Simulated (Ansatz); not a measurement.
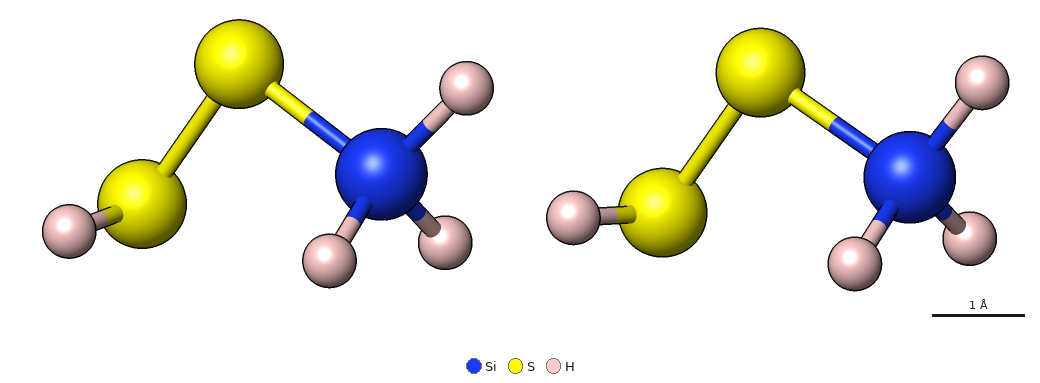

Two geometries of SiH₄S₂, drawn at one scale. One is the start of a relaxation, the other its converged end. The picture is a ball-and-stick view, seen at a tilt.

Level of theory: Ansatz 0.2.0, RKS PBE0-D4/def2-TZVP. Set-up: force threshold 0.005 eV/Å; at most 200 steps.

Question: Which of the two is the end point?

Answer: The left one is the relaxed one. Over 6 geometry steps the energy falls by 1.94 kcal/mol. The largest force component goes from 1 to 0.003 eV/Å. The largest move after the best rigid fit is that of an H atom, 0.24 Å. By element the largest moves are H 0.24 Å, S 0.11 Å, Si 0.10 Å. Near-neighbour distances that change, for instance: H–Si 1.451 → 1.487 Å, S–Si 2.168 → 2.143 Å, H–S 1.338 → 1.346 Å, S–S 2.060 → 2.065 Å. Among the angles between lasting bonds that change: H–Si–H 114.7° → 110.6°, S–Si–H 101.9° → 106.0°, H–Si–H 114.3° → 110.2°. Cost: 43 s on 2 threads of Intel Xeon @ 2.50GHz (shared host).
